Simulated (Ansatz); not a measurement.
# AlCl2FH4OSi: two geometries relaxed, part 2 of 2

Aim: relax the geometries before and after the reaction (exchange4), and see whether they are two minima and how far apart in energy. Meant to form: Al1–O6, H5–F2; to break: Al1–F2, H5–O6. The start is a guess near the saddle point, from which both ends are pulled out.

Ansatz 0.2.0; UKS r2SCANh-D4/6-31G. Earlier steps stand in the parts before.

## 4. A restrained relaxation towards end B

Springs on the bonds that form and break draw the guess towards this end; the thresholds are loose.

input.yaml

```yaml
crystal:
  periodic: [false, false, false]
  atoms:
    - { symbol: Al, position_ang: [-1.7706, 0.7548, -0.4896] }
    - { symbol: F, position_ang: [-1.8485, -1.0441, 0.6143] }
    - { symbol: Cl, position_ang: [-2.0066, 0.2646, -2.4225] }
    - { symbol: Cl, position_ang: [-2.2745, 2.2095, 0.7998] }
    - { symbol: H, position_ang: [-0.7062, -0.6925, 0.4803] }
    - { symbol: O, position_ang: [0.2227, 0.0711, 0.0663] }
    - { symbol: Si, position_ang: [1.7882, -0.315, 0.2075] }
    - { symbol: H, position_ang: [2.0467, -1.4516, -0.6772] }
    - { symbol: H, position_ang: [1.996, -0.6606, 1.6143] }
    - { symbol: H, position_ang: [2.5528, 0.8638, -0.193] }
magnetization:
  spin_polarized: true
basis:
  gaussian: { orbitals: "6-31G" }
hamiltonian:
  xc: r2scanh
  dispersion: d4
relax:
  f_tol: 0.15
  max_steps: 25
  restrain:
    - { distance: [0, 5], at: 1.87, k: 30.0 }
    - { distance: [4, 1], at: 0.88, k: 30.0 }
    - { distance: [0, 1], at: 3.08, k: 30.0 }
    - { distance: [4, 5], at: 2.27, k: 30.0 }
output:
  orbitals: {}
```

On the command line:

```bash
> ansatz run input.yaml --threads 2 --pin off --max-ram 3072MiB --backend cpu --events-out ev --progress --plain --runs-dir out
```

Output:

```text
Warning: RAYON_NUM_THREADS=2 ignored (pool sized by the plan → 2); use --threads N
The last accepted step is kept in <dir> (removed where the run ends without a failure and the disk answers)
Engine: ansatz 0.2.0, x86_64-unknown-linux-gnu
Functional definition: r2SCANh
  parameter a = 0.1
  parameter k0 = 0.174
  parameter k1 = 0.065
  parameter a1 = 4.9479
  exchange = (1 - a)*r2scan_x(k0 = k0, k1 = k1, a1 = a1) + a*exact_x
  correlation = r2scan_c
911 factors; integrals over basis functions are off by at most 2.0e-4 eV
mean field evaluation 1: about -44337.0323 eV, gradient 3.9e1 eV
mean field evaluation 2: about -44324.0204 eV, gradient 7.0e1 eV
mean field evaluation 4: about -44342.6761 eV, gradient 4.0e0 eV
mean field evaluation 8: about -44342.7501 eV, gradient 3.4e-2 eV
mean field evaluation 16: about -44342.7501 eV, gradient 8.0e-6 eV
mean field -44342.75014487 eV, -1629.5660112283 hartree, gradient 8.0e-6 eV, S^2 0.000000; 0 other end points of the search recorded, 0 dependent functions left out
the calculation of the forces begins
reference -44342.75016153 eV, -1629.5660118407 hartree; 41, 41 occupied and 37, 37 virtual orbitals, 911 factors
relax step   1: F+E_penalty+E_count = -44342.82538450 eV  Δ(F+E_penalty+E_count) = +0.000e0 eV  max|allowed force component| = 7.573e0 eV/Å  E_restraint = 31.99950895 eV  max|allowed force component, restraints' pulls added| = 2.940e1 eV/Å  Δτ_max = 0.0000 Å  (28 SCF iters, accepted)
  distance Al 0 - O 5 = 2.1794 Å
  distance H 4 - F 1 = 1.2027 Å
  distance Al 0 - F 1 = 2.1120 Å
  distance H 4 - O 5 = 1.2717 Å
these checks for a lower state are left out or cut short: starts, cluster_reference, orbital_swaps, neighbouring_geometries, increment
911 factors; integrals over basis functions are off by at most 1.7e-4 eV
mean field -44342.52935974 eV, -1629.5578975245 hartree, gradient 1.3e-5 eV, S^2 0.000000; 0 other end points of the search recorded, 0 dependent functions left out
the calculation of the forces begins
reference -44342.52937590 eV, -1629.5578981185 hartree; 41, 41 occupied and 37, 37 virtual orbitals, 911 factors
relax step   2: F+E_penalty+E_count = -44342.60450474 eV  Δ(F+E_penalty+E_count) = +2.209e-1 eV  max|allowed force component| = 6.268e0 eV/Å  E_restraint = 14.72443996 eV  max|allowed force component, restraints' pulls added| = 1.954e1 eV/Å  Δτ_max = 0.1972 Å  (34 SCF iters, accepted)
  distance Al 0 - O 5 = 2.0713 Å
  distance H 4 - F 1 = 1.0712 Å
  distance Al 0 - F 1 = 2.4326 Å
  distance H 4 - O 5 = 1.5733 Å
these checks for a lower state are left out or cut short: starts, cluster_reference, orbital_swaps, neighbouring_geometries, increment
911 factors; integrals over basis functions are off by at most 1.6e-4 eV
mean field evaluation 32: about -44342.7280 eV, gradient 1.6e-5 eV
mean field -44342.72804413 eV, -1629.5651990412 hartree, gradient 1.6e-5 eV, S^2 0.000000; 0 other end points of the search recorded, 0 dependent functions left out
the calculation of the forces begins
reference -44342.72805977 eV, -1629.5651996158 hartree; 41, 41 occupied and 37, 37 virtual orbitals, 911 factors
relax step   3: F+E_penalty+E_count = -44342.80388776 eV  Δ(F+E_penalty+E_count) = -1.994e-1 eV  max|allowed force component| = 4.600e0 eV/Å  E_restraint = 4.67693337 eV  max|allowed force component, restraints' pulls added| = 9.009e0 eV/Å  Δτ_max = 0.1947 Å  (35 SCF iters, accepted)
  distance Al 0 - O 5 = 1.9557 Å
  distance H 4 - F 1 = 0.9453 Å
  distance Al 0 - F 1 = 2.6888 Å
  distance H 4 - O 5 = 1.8864 Å
these checks for a lower state are left out or cut short: starts, cluster_reference, orbital_swaps, neighbouring_geometries, increment
911 factors; integrals over basis functions are off by at most 1.8e-4 eV
mean field -44343.00708258 eV, -1629.5754535152 hartree, gradient 5.5e-6 eV, S^2 0.000000; 0 other end points of the search recorded, 0 dependent functions left out
the calculation of the forces begins
reference -44343.00709764 eV, -1629.5754540686 hartree; 41, 41 occupied and 37, 37 virtual orbitals, 911 factors
relax step   4: F+E_penalty+E_count = -44343.08274817 eV  Δ(F+E_penalty+E_count) = -2.789e-1 eV  max|allowed force component| = 3.213e0 eV/Å  E_restraint = 0.33517826 eV  max|allowed force component, restraints' pulls added| = 3.357e0 eV/Å  Δτ_max = 0.1943 Å  (30 SCF iters, accepted)
  distance Al 0 - O 5 = 1.8133 Å
  distance H 4 - F 1 = 0.8979 Å
  distance Al 0 - F 1 = 2.9714 Å
  distance H 4 - O 5 = 2.1862 Å
these checks for a lower state are left out or cut short: starts, cluster_reference, orbital_swaps, neighbouring_geometries, increment
911 factors; integrals over basis functions are off by at most 2.1e-4 eV
mean field -44343.35314564 eV, -1629.5881710981 hartree, gradient 1.9e-5 eV, S^2 0.000000; 0 other end points of the search recorded, 0 dependent functions left out
the calculation of the forces begins
reference -44343.35316061 eV, -1629.5881716482 hartree; 41, 41 occupied and 37, 37 virtual orbitals, 911 factors
relax step   5: F+E_penalty+E_count = -44343.42765732 eV  Δ(F+E_penalty+E_count) = -3.449e-1 eV  max|allowed force component| = 2.117e0 eV/Å  E_restraint = 0.15119641 eV  max|allowed force component, restraints' pulls added| = 1.129e0 eV/Å  Δτ_max = 0.1919 Å  (29 SCF iters, accepted)
  distance Al 0 - O 5 = 1.7892 Å
  distance H 4 - F 1 = 0.9384 Å
  distance Al 0 - F 1 = 3.0682 Å
  distance H 4 - O 5 = 2.2709 Å
these checks for a lower state are left out or cut short: starts, cluster_reference, orbital_swaps, neighbouring_geometries, increment
911 factors; integrals over basis functions are off by at most 2.1e-4 eV
mean field -44343.41543161 eV, -1629.5904600651 hartree, gradient 9.1e-6 eV, S^2 0.000000; 0 other end points of the search recorded, 0 dependent functions left out
the calculation of the forces begins
reference -44343.41544676 eV, -1629.5904606219 hartree; 41, 41 occupied and 37, 37 virtual orbitals, 911 factors
relax step   6: F+E_penalty+E_count = -44343.48886305 eV  Δ(F+E_penalty+E_count) = -6.121e-2 eV  max|allowed force component| = 2.237e0 eV/Å  E_restraint = 0.13171492 eV  max|allowed force component, restraints' pulls added| = 5.225e-1 eV/Å  Δτ_max = 0.1999 Å  (29 SCF iters, accepted)
  distance Al 0 - O 5 = 1.7926 Å
  distance H 4 - F 1 = 0.9309 Å
  distance Al 0 - F 1 = 3.0657 Å
  distance H 4 - O 5 = 2.2706 Å
these checks for a lower state are left out or cut short: starts, cluster_reference, orbital_swaps, neighbouring_geometries, increment
911 factors; integrals over basis functions are off by at most 2.1e-4 eV
mean field -44343.44082793 eV, -1629.5913933629 hartree, gradient 5.6e-6 eV, S^2 0.000000; 0 other end points of the search recorded, 0 dependent functions left out
the calculation of the forces begins
reference -44343.44084306 eV, -1629.5913939186 hartree; 41, 41 occupied and 37, 37 virtual orbitals, 911 factors
relax step   7: F+E_penalty+E_count = -44343.51424316 eV  Δ(F+E_penalty+E_count) = -2.538e-2 eV  max|allowed force component| = 1.984e0 eV/Å  E_restraint = 0.16278451 eV  max|allowed force component, restraints' pulls added| = 1.950e0 eV/Å  Δτ_max = 0.1934 Å  (31 SCF iters, rejected (line search))
  distance Al 0 - O 5 = 1.7933 Å
  distance H 4 - F 1 = 0.9477 Å
  distance Al 0 - F 1 = 3.0807 Å
  distance H 4 - O 5 = 2.2898 Å
these checks for a lower state are left out or cut short: starts, cluster_reference, orbital_swaps, neighbouring_geometries, increment
911 factors; integrals over basis functions are off by at most 2.1e-4 eV
mean field evaluation 64: about -44343.4655 eV, gradient 2.1e-4 eV
mean field -44343.46549605 eV, -1629.5922998994 hartree, gradient 1.2e-5 eV, S^2 0.000000; 0 other end points of the search recorded, 0 dependent functions left out
the calculation of the forces begins
reference -44343.46551125 eV, -1629.5923004580 hartree; 41, 41 occupied and 37, 37 virtual orbitals, 911 factors
relax step   8: F+E_penalty+E_count = -44343.53891357 eV  Δ(F+E_penalty+E_count) = -5.005e-2 eV  max|allowed force component| = 2.115e0 eV/Å  E_restraint = 0.12797564 eV  max|allowed force component, restraints' pulls added| = 2.506e-1 eV/Å  Δτ_max = 0.0967 Å  (30 SCF iters, accepted)
  distance Al 0 - O 5 = 1.7923 Å
  distance H 4 - F 1 = 0.9279 Å
  distance Al 0 - F 1 = 3.0672 Å
  distance H 4 - O 5 = 2.2635 Å
these checks for a lower state are left out or cut short: starts, cluster_reference, orbital_swaps, neighbouring_geometries, increment
911 factors; integrals over basis functions are off by at most 2.1e-4 eV
mean field -44343.47233510 eV, -1629.5925512299 hartree, gradient 2.3e-5 eV, S^2 0.000000; 0 other end points of the search recorded, 0 dependent functions left out
the calculation of the forces begins
reference -44343.47235034 eV, -1629.5925517900 hartree; 41, 41 occupied and 37, 37 virtual orbitals, 911 factors
relax step   9: F+E_penalty+E_count = -44343.54571622 eV  Δ(F+E_penalty+E_count) = -6.803e-3 eV  max|allowed force component| = 1.959e0 eV/Å  E_restraint = 0.11912751 eV  max|allowed force component, restraints' pulls added| = 4.511e-2 eV/Å  Δτ_max = 0.1000 Å  (30 SCF iters, accepted)
  distance Al 0 - O 5 = 1.7948 Å
  distance H 4 - F 1 = 0.9255 Å
  distance Al 0 - F 1 = 3.0660 Å
  distance H 4 - O 5 = 2.2657 Å
911 factors; integrals over basis functions are off by at most 2.1e-4 eV
mean field -44343.47233510 eV, -1629.5925512299 hartree, gradient 2.3e-5 eV, S^2 0.000000; 1 other end points of the search recorded, 0 dependent functions left out
the calculation of the forces begins
reference -44343.47235034 eV, -1629.5925517900 hartree; 41, 41 occupied and 37, 37 virtual orbitals, 911 factors
Total energy: -44343.54573146 eV, -1629.5952484962 hartree
Atom 0 at    -1.342729     0.986908    -0.634373 Å, force     1.797817    -1.405611     1.010527 eV/Å
Atom 1 at    -1.969293    -1.552780     0.964929 Å, force    -1.235727     0.183509    -0.340224 eV/Å
Atom 2 at    -2.013273     0.606785    -2.655721 Å, force     0.002386     0.005380     0.008527 eV/Å
Atom 3 at    -2.323932     2.458296     0.609269 Å, force     0.007875    -0.001279    -0.014747 eV/Å
Atom 4 at    -1.054033    -1.445741     1.050500 Å, force     1.390202     0.291341     0.036492 eV/Å
Atom 5 at     0.128739     0.163178    -0.020029 Å, force    -1.958519     0.918155    -0.691296 eV/Å
Atom 6 at     1.790090    -0.213828     0.129785 Å, force    -0.045114     0.033288    -0.013404 eV/Å
Atom 7 at     2.109602    -1.380135    -0.754464 Å, force     0.027112    -0.004090    -0.025839 eV/Å
Atom 8 at     2.040202    -0.590852     1.557151 Å, force     0.027470    -0.002839     0.030624 eV/Å
Atom 9 at     2.634626     0.968169    -0.246848 Å, force    -0.013501    -0.017853    -0.000659 eV/Å
Dipole moment:     0.857235    -0.129265     0.123204 e Å
```

Run time: 67 s. Hardware: 2 threads of AMD EPYC 7B13 (Zen 3), shared host; peak memory 0.4 GiB.

Relaxation path:

```csv
step,energy from step 1 (eV),largest force component (eV/Å)
1,0.0000,7.5727
2,0.2209,6.2676
3,0.0215,4.6003
4,-0.2574,3.2126
5,-0.6023,2.1171
6,-0.6635,2.2367
7x,-0.6889,1.9840
8,-0.7135,2.1148
9,-0.7203,1.9585
```

Step 1 is the start. 1 step was tried and not accepted (marked x). Energies and forces in the table leave out the springs, which the log lists apart; the run stops on the force with the springs' pull added.

After: Bond lengths: Al1–Cl3 2.163 Å, Al1–Cl4 2.162 Å, F2–H5 0.925 Å, Al1–O6 1.795 Å, O6–Si7 1.710 Å, Si7–H8 1.498 Å, Si7–H9 1.497 Å, Si7–H10 1.501 Å. Angles: Cl3–Al1–Cl4 121.1°, Cl3–Al1–O6 119.6°, Cl4–Al1–O6 119.2°, Al1–O6–Si7 158.1°, O6–Si7–H8 109.1°, O6–Si7–H9 107.5°, O6–Si7–H10 110.6°, H8–Si7–H9 109.3°, H8–Si7–H10 110.2°, H9–Si7–H10 110.1°.

Pairs that crossed the distance rule for bonds on the way: came closer F2–H5; moved apart Al1–F2.

## 5. Relaxing end B

It starts where the restrained run ended.

input.yaml

```yaml
crystal:
  periodic: [false, false, false]
  atoms:
    - { symbol: Al, position_ang: [-1.342729, 0.986908, -0.634373] }
    - { symbol: F, position_ang: [-1.969293, -1.55278, 0.964929] }
    - { symbol: Cl, position_ang: [-2.013273, 0.606785, -2.655721] }
    - { symbol: Cl, position_ang: [-2.323932, 2.458296, 0.609269] }
    - { symbol: H, position_ang: [-1.054033, -1.445741, 1.0505] }
    - { symbol: O, position_ang: [0.128739, 0.163178, -0.020029] }
    - { symbol: Si, position_ang: [1.79009, -0.213828, 0.129785] }
    - { symbol: H, position_ang: [2.109602, -1.380135, -0.754464] }
    - { symbol: H, position_ang: [2.040202, -0.590852, 1.557151] }
    - { symbol: H, position_ang: [2.634626, 0.968169, -0.246848] }
magnetization:
  spin_polarized: true
basis:
  gaussian: { orbitals: "6-31G" }
hamiltonian:
  xc: r2scanh
  dispersion: d4
relax:
  f_tol: 0.03
  max_steps: 50
```

On the command line:

```bash
> ansatz run input.yaml --threads 2 --pin off --max-ram 3072MiB --backend cpu --events-out ev --progress --plain --runs-dir out
```

Output, shortened:

```text
Warning: RAYON_NUM_THREADS=2 ignored (pool sized by the plan → 2); use --threads N
[...]
[... 1 set-up line as earlier in the session ...]
[...]
912 factors; integrals over basis functions are off by at most 1.9e-4 eV
[...]
mean field -44343.47230452 eV, -1629.5925501060 hartree, gradient 1.3e-5 eV, S^2 0.000000; 0 other end points of the search recorded, 0 dependent functions left out
[...]
reference -44343.47231974 eV, -1629.5925506654 hartree; 41, 41 occupied and 37, 37 virtual orbitals, 912 factors
relax step   1: F+E_penalty+E_count = -44343.54568563 eV  Δ(F+E_penalty+E_count) = +0.000e0 eV  max|allowed force component| = 1.958e0 eV/Å  Δτ_max = 0.0000 Å  (28 SCF iters, accepted)
[...]
relax step   4: F+E_penalty+E_count = -44344.34930363 eV  Δ(F+E_penalty+E_count) = -2.769e-1 eV  max|allowed force component| = 7.139e-1 eV/Å  Δτ_max = 0.1984 Å  (30 SCF iters, accepted)
[...]
relax step   7: F+E_penalty+E_count = -44344.47918227 eV  Δ(F+E_penalty+E_count) = -3.090e-2 eV  max|allowed force component| = 3.398e-1 eV/Å  Δτ_max = 0.0524 Å  (31 SCF iters, accepted)
[...]
relax step  10: F+E_penalty+E_count = -44345.05114168 eV  Δ(F+E_penalty+E_count) = -2.833e-1 eV  max|allowed force component| = 1.394e0 eV/Å  Δτ_max = 0.1285 Å  (29 SCF iters, accepted)
[...]
relax step  12: F+E_penalty+E_count = -44345.20977055 eV  Δ(F+E_penalty+E_count) = +1.511e-1 eV  max|allowed force component| = 2.772e0 eV/Å  Δτ_max = 0.1960 Å  (29 SCF iters, rejected (line search))
[...]
relax step  13: F+E_penalty+E_count = -44345.47303293 eV  Δ(F+E_penalty+E_count) = -1.121e-1 eV  max|allowed force component| = 7.283e-1 eV/Å  Δτ_max = 0.0954 Å  (29 SCF iters, accepted)
[...]
914 factors; integrals over basis functions are off by at most 1.6e-4 eV
mean field -44345.44963371 eV, -1629.6652156135 hartree, gradient 1.5e-5 eV, S^2 0.000000; 0 other end points of the search recorded, 0 dependent functions left out
[...]
```

## 6. The log goes on: end point B relaxed

Output, continued, shortened:

```text
reference -44345.44964994 eV, -1629.6652162098 hartree; 41, 41 occupied and 37, 37 virtual orbitals, 914 factors
relax step  14: F+E_penalty+E_count = -44345.52794286 eV  Δ(F+E_penalty+E_count) = -5.491e-2 eV  max|allowed force component| = 3.912e-1 eV/Å  Δτ_max = 0.0973 Å  (29 SCF iters, accepted)
[...]
relax step  16: F+E_penalty+E_count = -44345.55604462 eV  Δ(F+E_penalty+E_count) = -1.060e-3 eV  max|allowed force component| = 7.241e-1 eV/Å  Δτ_max = 0.1868 Å  (29 SCF iters, accepted)
[...]
relax step  18: F+E_penalty+E_count = -44345.59485130 eV  Δ(F+E_penalty+E_count) = -8.888e-3 eV  max|allowed force component| = 9.045e-2 eV/Å  Δτ_max = 0.0709 Å  (29 SCF iters, accepted)
[...]
relax step  20: F+E_penalty+E_count = -44345.60001429 eV  Δ(F+E_penalty+E_count) = -1.349e-3 eV  max|allowed force component| = 6.946e-2 eV/Å  Δτ_max = 0.0593 Å  (30 SCF iters, accepted)
[...]
Atom 0 at    -1.605975     0.393359    -0.235452 Å, force     0.009779     0.003515    -0.015350 eV/Å
Atom 1 at    -2.766256    -0.724200     0.336904 Å, force    -0.005500    -0.004188     0.001988 eV/Å
Atom 2 at    -1.224762     0.460726    -2.397007 Å, force    -0.004060     0.000611     0.005750 eV/Å
Atom 3 at    -1.477392     2.320932     0.798438 Å, force     0.000752    -0.002919     0.001089 eV/Å
Atom 4 at    -0.367441    -1.363565     0.896804 Å, force     0.006855     0.003755     0.000337 eV/Å
Atom 5 at    -0.115052    -0.569728     0.392948 Å, force    -0.009328     0.003330     0.009097 eV/Å
Atom 6 at     1.611748    -0.193639     0.096233 Å, force    -0.000999    -0.006792    -0.016496 eV/Å
Atom 7 at     2.114961    -1.214804    -0.863816 Å, force     0.000251     0.002671    -0.001034 eV/Å
Atom 8 at     2.272153    -0.291857     1.428384 Å, force     0.001774     0.001592     0.010259 eV/Å
Atom 9 at     1.558014     1.182774    -0.453238 Å, force     0.000477    -0.001575     0.004360 eV/Å
Dipole moment:     1.339496    -0.769772     0.479018 e Å
```

It took 2.7 min on 2 threads of AMD EPYC 7B13 (Zen 3), shared host; peak memory 0.4 GiB.

Relaxation path:

```csv
step,energy from step 1 (eV),largest force component (eV/Å)
1,0.0000,1.9582
2,-0.2785,1.0117
3,-0.5267,0.7240
4,-0.8036,0.7139
5,-0.8180,1.3944
6,-0.9026,0.3472
7,-0.9335,0.3398
8,-1.0449,0.8894
9,-1.2221,1.9571
10,-1.5055,1.3936
11,-1.8152,0.9589
12x,-1.6641,2.7720
13,-1.9273,0.7283
14,-1.9823,0.3912
15,-2.0093,0.3861
16,-2.0104,0.7241
17,-2.0403,0.1758
18,-2.0492,0.0905
19,-2.0530,0.0639
20,-2.0543,0.0695
21,-2.0560,0.0243
22,-2.0562,0.0165
```

Step 1 is the start. 1 step was tried and not accepted (marked x).

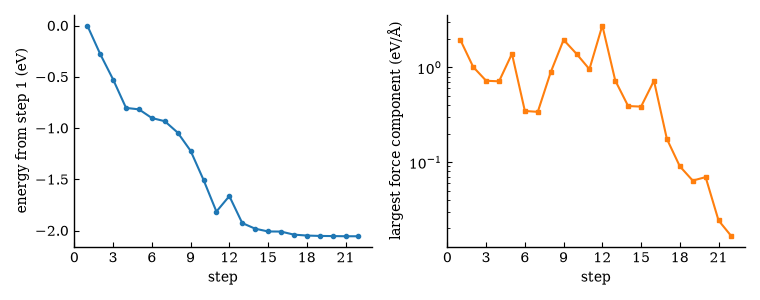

Energy and largest force along the relaxation.

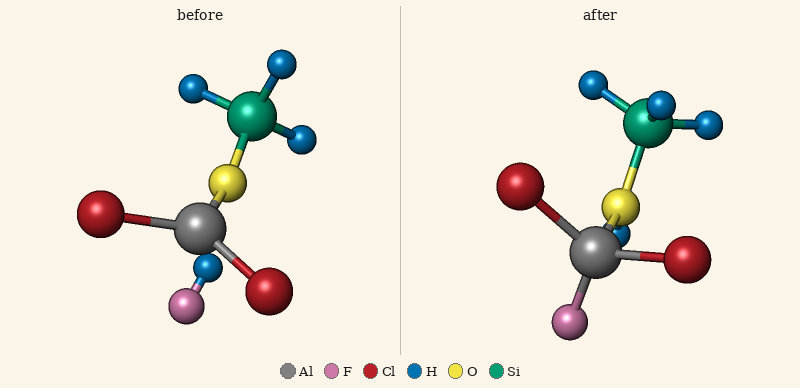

The structure before (left) and after (right), drawn at the same scale.

After: Bond lengths: Al1–F2 1.710 Å, Al1–Cl3 2.196 Å, Al1–Cl4 2.191 Å, Al1–O6 1.883 Å, H5–O6 0.974 Å, O6–Si7 1.792 Å, Si7–H8 1.489 Å, Si7–H9 1.490 Å, Si7–H10 1.483 Å. Angles (14 of 15 angles, heavy atoms first): F2–Al1–Cl3 117.9°, F2–Al1–Cl4 117.2°, F2–Al1–O6 95.2°, Cl3–Al1–Cl4 115.3°, Cl3–Al1–O6 101.9°, Cl4–Al1–O6 104.2°, Al1–O6–Si7 126.9°, Al1–O6–H5 112.6°, H5–O6–Si7 120.4°, O6–Si7–H8 106.8°, O6–Si7–H9 105.4°, O6–Si7–H10 102.8°, H8–Si7–H9 112.4°, H8–Si7–H10 114.2°.

Pairs that crossed the distance rule for bonds on the way: came closer Al1–F2, H5–O6; moved apart F2–H5.

## 7. Outcome

What follows sums up all 2 parts.

```
                           quantity                     value
                              end A  13 moves, 1.713 eV lower
                              end B  20 moves, 2.056 eV lower
largest difference between the ends                    0.02 Å
            end B relative to end A                 +0.000 eV
```

What this shows: Both starts fell into the same minimum (no atom differs by more than 0.02 Å), so from this start no second minimum was found and no band was run; another arrangement could still be one. The basis is very small, so the numbers are rough.
